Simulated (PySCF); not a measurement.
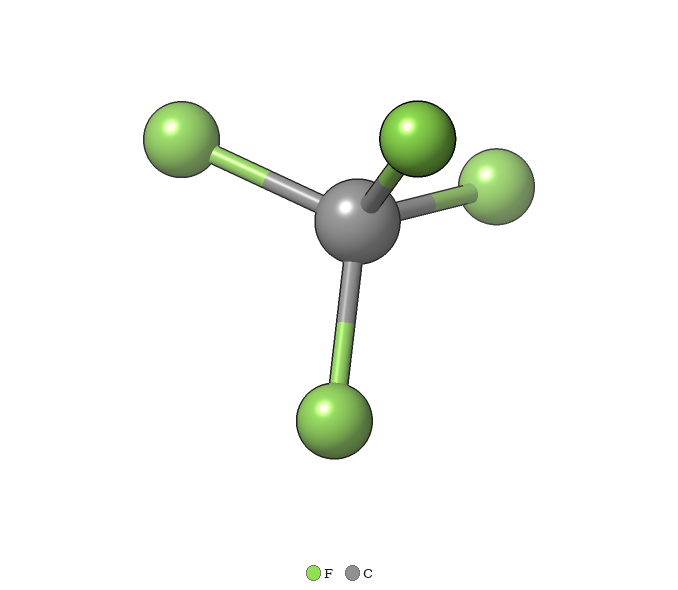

Depth is shown by fading: the farther an atom, the more it takes the colour of the background. The computed structure is the end point of a PBE0-D3(BJ)/def2-SVP optimisation. No frequency run is at hand to confirm it as a minimum.

Which symmetry elements does this geometry have?

It has 4 C3 axes, 3 C2 axes, 3 S4 axes and 6 mirror planes, so the point group is Td. The group has 24 operations. The geometry is achiral, and symmetry forbids a dipole moment.
